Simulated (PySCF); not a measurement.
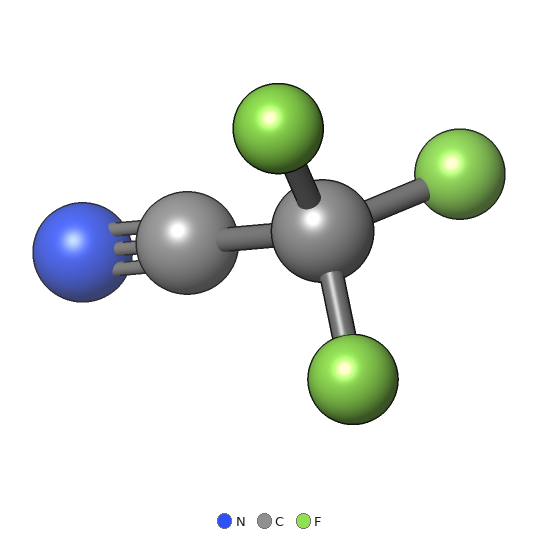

A ball-and-stick model of a molecule. Multiple sticks mark multiple bonds (one Kekulé form).

Computed geometry: PBE0-D3(BJ)/def2-SVP optimisation. No frequency run is at hand to confirm it as a minimum.

What is the molecular formula?

C₂F₃N, 6 atoms: 2 carbon, 3 fluorine and 1 nitrogen.

Give the symmetry (Schoenflies symbol).

C3v.

Count the bonded pairs by element.

3 C–F, 1 C–N, 1 C–C.

Name functional groups in it.

Among them: nitrile, C–F bond.

How many atoms are distinct by symmetry?

4: 1 N, 1 C, 1 C, 3 F.

More results for the same structure follow; atom numbers are the same in all pictures, views and colours differ.

**Levels of theory compared**

No frequency run is at hand to confirm it as a minimum. Program: PySCF 2.14.0.

At this fixed geometry, give HOMO–LUMO gap (eV), dipole (D) at these levels: PBE0/IGLO-III; PBE0/aug-cc-pVDZ; PBE0/cc-pVDZ; PBE0/cc-pVTZ; PBE0/pcSseg-0.

```tsv
level	HOMO–LUMO gap (eV)	dipole (D)
PBE0/IGLO-III	10.21	1.46
PBE0/aug-cc-pVDZ	10.20	1.45
PBE0/cc-pVDZ	10.37	1.38
PBE0/cc-pVTZ	10.29	1.47
PBE0/pcSseg-0	10.59	1.18
```

**Charges**

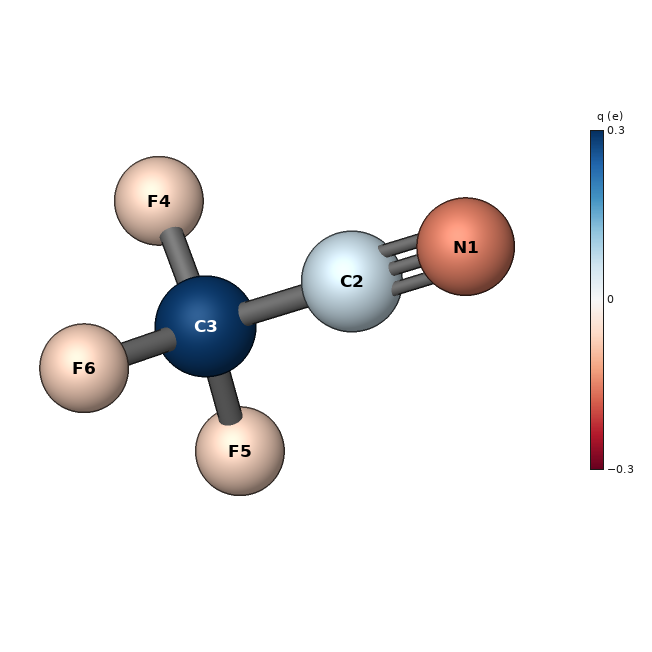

Atoms are coloured by their Hirshfeld charges. No frequency run is at hand to confirm it as a minimum. Properties computed with PBE0/aug-cc-pVDZ, gas phase (PySCF 2.14.0).

Give the Hirshfeld charges atom by atom.

```csv
atom,value (e)
N1,−0.15
C2,0.06
C3,0.29
F4,−0.07
F5,−0.07
F6,−0.07
```

**NMR shielding**

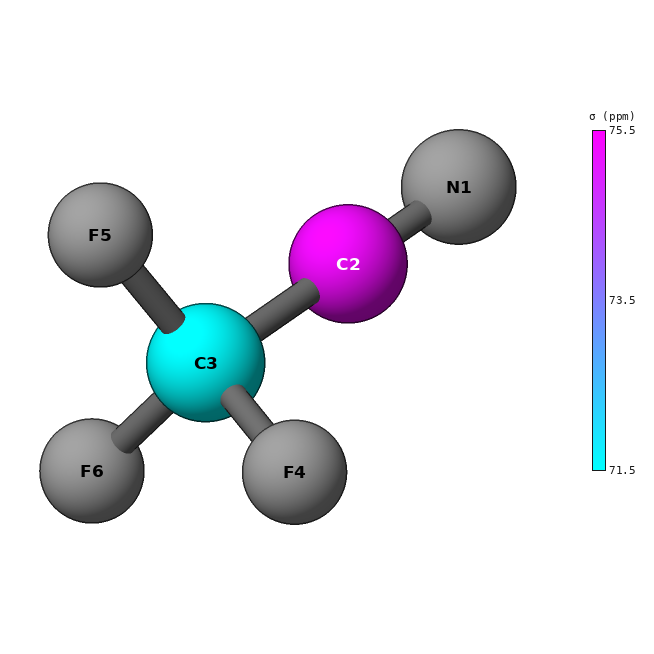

Atoms are coloured by their isotropic NMR shieldings (C only, the others grey). No frequency run is at hand to confirm it as a minimum. Level of theory: GIAO PBE0/cc-pVTZ NMR shielding, non-relativistic, gas phase (PySCF 2.14.0).

Give the isotropic NMR shieldings of the C atoms atom by atom.

```tsv
atom	σ (ppm)
C2	75.3
C3	71.5
```
